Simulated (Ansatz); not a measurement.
```yaml
atoms:
  - { symbol: C, position_ang: [-0.8886, -0.3482, -1.5560] }
  - { symbol: O, position_ang: [2.0452, -0.9504, -1.9971] }
  - { symbol: Si, position_ang: [0.8271, -0.8612, -1.0724] }
  - { symbol: H, position_ang: [-1.5978, -1.1565, -1.3315] }
  - { symbol: H, position_ang: [-0.9438, -0.1044, -2.6218] }
  - { symbol: H, position_ang: [-1.1968, 0.5268, -0.9675] }
  - { symbol: H, position_ang: [0.9017, -1.1945, 0.3827] }
```

Geometry: PBE0-D3(BJ)/pcseg-1.

The calculation used isolated molecule in a Gaussian basis; Kohn-Sham density functional theory, functional PBE0 (Ansatz 0.2.0).

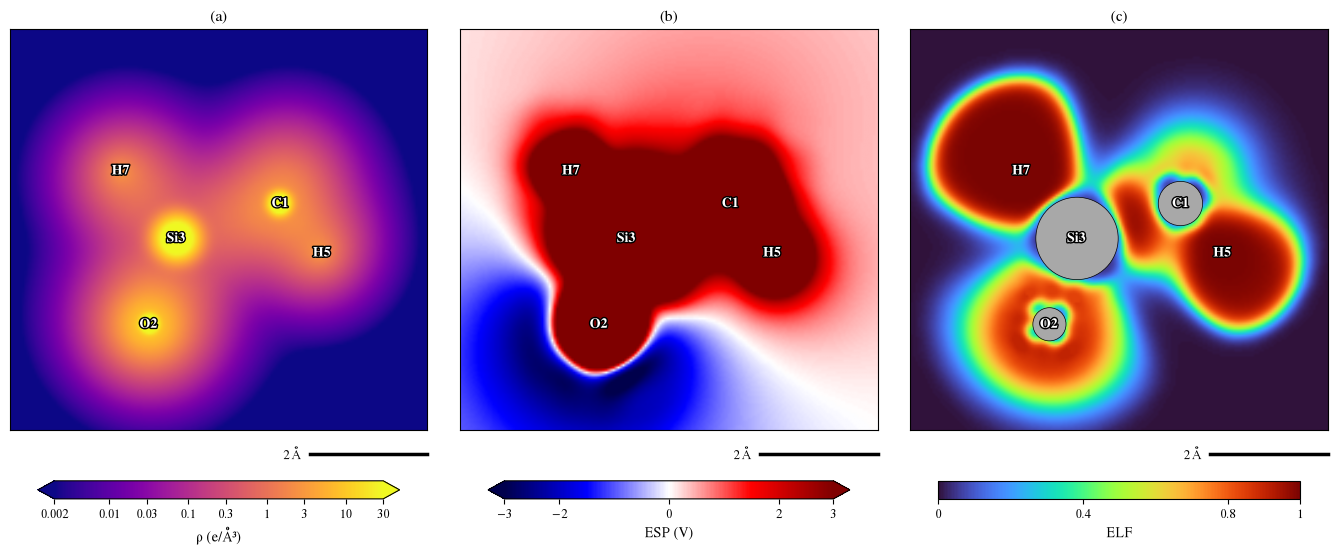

CH4OSi. (a) total electron density; (b) electrostatic potential; (c) ELF on the plane of atoms C1, Si3 and H7. Grey discs cover the atomic cores in the ELF map.

Question: What does the map show?

Answer: Atoms in the plane: C, O, Si and H.
Si–O (1.53 Å): ρ at the midpoint is about 1.5 e/Å³; the ELF peaks at about 0.85 between the atoms, as expected for a polar covalent bond.
C–Si (1.85 Å): the density is about 1 e/Å³ at the midpoint; the ELF peaks at about 0.95 between the atoms: a shared electron pair.
C–H (1.09 Å): the density is about 2 e/Å³ at the midpoint; the ELF climbs to about 1 towards the hydrogen, as it does in any bond to H: a covalent bond by its length.
Si–H (1.49 Å): ρ is about 0.81 e/Å³ halfway; the ELF climbs to about 1 towards the hydrogen.
The ELF also peaks beside O2, away from the bonds: lone-pair regions.
Outside the dense part of the molecule the potential is most negative (−3.2 V) near O2.
